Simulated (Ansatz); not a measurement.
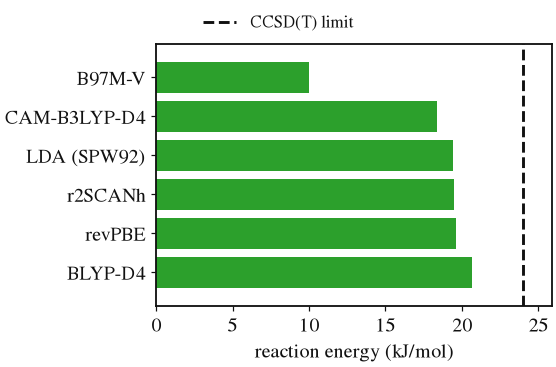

Electronic reaction energy of CH₆GeTe ([CH3][GeH2][TeH]) + H₂S (S) → CH₆GeS ([CH3][GeH2][SH]) + H₂Te ([TeH2]) (SMILES in brackets) at several levels (functionals in def2-TZVPP unless a basis is named), isolated molecules at PBE0-D4 triple-zeta geometries, minima by their frequencies, no zero-point or thermal terms, the Ansatz code 0.2.0. The line is frozen-core CCSD(T) at the basis limit (MP2 extrapolated from triple and quadruple zeta, plus CCSD(T) less MP2 in a smaller set). No dispersion term is added to r2SCANh and revPBE. Core potentials past Kr. The limit lies 5.5 kJ/mol from CCSD(T)/def2-TZVPP, so the line itself is uncertain by a part of that.

Question: What do zero-point energy and temperature add?

Answer: Zero-point change −2.3 kJ/mol; at 298.15 K and 1 bar the CCSD(T) limit plus thermal terms gives an enthalpy of reaction of 20.7 and a free energy of 20.6 kJ/mol (harmonic PBE0-D4 modes, ideal gas).

Question: Which level comes closest to the line (CCSD(T) limit), and which misses most?

Answer: Closest BLYP-D4 (20.6 kJ/mol), against 24.0 kJ/mol; farthest B97M-V (10.0 kJ/mol).

Note: no scalar relativity up to krypton; outer-core shells are correlated without core-valence functions, which makes the correlated values less sure; spin-orbit coupling is left out, and with Te it can shift these values.
